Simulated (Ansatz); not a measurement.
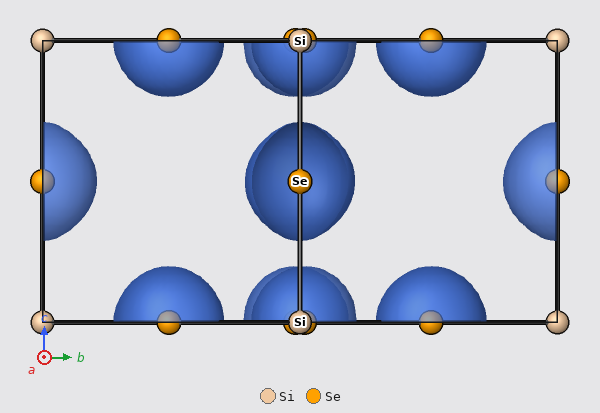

Figure 1: SiSe3. Isosurface of the valence charge density (pseudo) at 0.6 e/Å³ (blue), seen along the a axis. Sticks mark near contacts.

Space group P6/mmm; a structure generated by program, which may or may not match a known phase.

Method: DFT PBE, scalar-relativistic, plane waves, PAW in Ansatz 0.2.0.

The density is the valence pseudo-density of a PAW calculation; it isn't the true density close to the nuclei.

Question: Which contacts does the surface bridge?

Answer: At this value the density breaks into separate islands; it holds about 70 % of the electrons treated as valence. It bridges none of the near contacts. It is pinched off along the shortest Si–Se (2.45 Å), Se–Se (2.72 Å) and Si–Se (2.58 Å) contacts. On the grid the lowest density along these lines, outside the cores, is 0.44 e/Å³ (Si–Se, 2.45 Å), 0.34 e/Å³ (Se–Se, 2.72 Å) and 0.36 e/Å³ (Si–Se, 2.58 Å).
